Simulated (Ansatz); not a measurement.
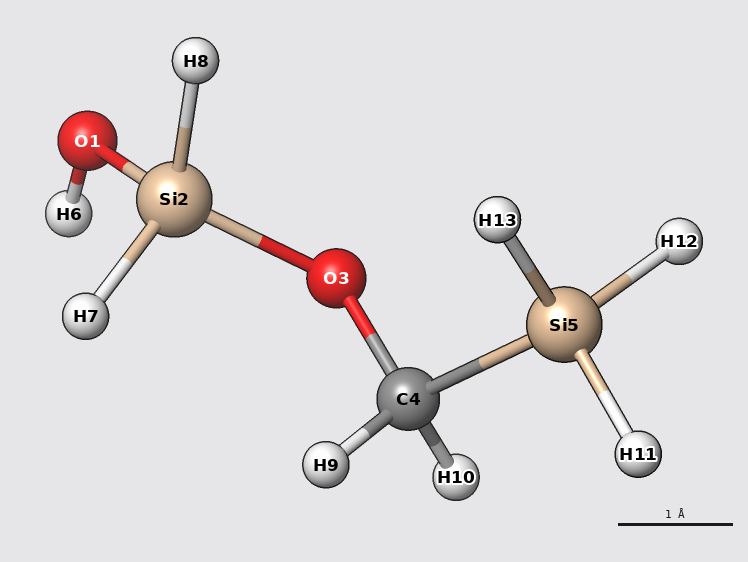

The atoms are numbered. The computed structure is the end point of a PBE0-D4/def2-TZVP optimisation. No frequency run is at hand to confirm it as a minimum.

List the bonds and their lengths.

```json
{"bond": "O1–Si2", "length (Å)": "1.634", "order": "single"}
{"bond": "O1–H6", "length (Å)": "0.958", "order": "single"}
{"bond": "Si2–O3", "length (Å)": "1.640", "order": "single"}
{"bond": "Si2–H7", "length (Å)": "1.492", "order": "single"}
{"bond": "Si2–H8", "length (Å)": "1.479", "order": "single"}
{"bond": "O3–C4", "length (Å)": "1.419", "order": "single"}
{"bond": "C4–Si5", "length (Å)": "1.893", "order": "single"}
{"bond": "C4–H9", "length (Å)": "1.099", "order": "single"}
{"bond": "C4–H10", "length (Å)": "1.095", "order": "single"}
{"bond": "Si5–H11", "length (Å)": "1.489", "order": "single"}
{"bond": "Si5–H12", "length (Å)": "1.485", "order": "single"}
{"bond": "Si5–H13", "length (Å)": "1.487", "order": "single"}
```
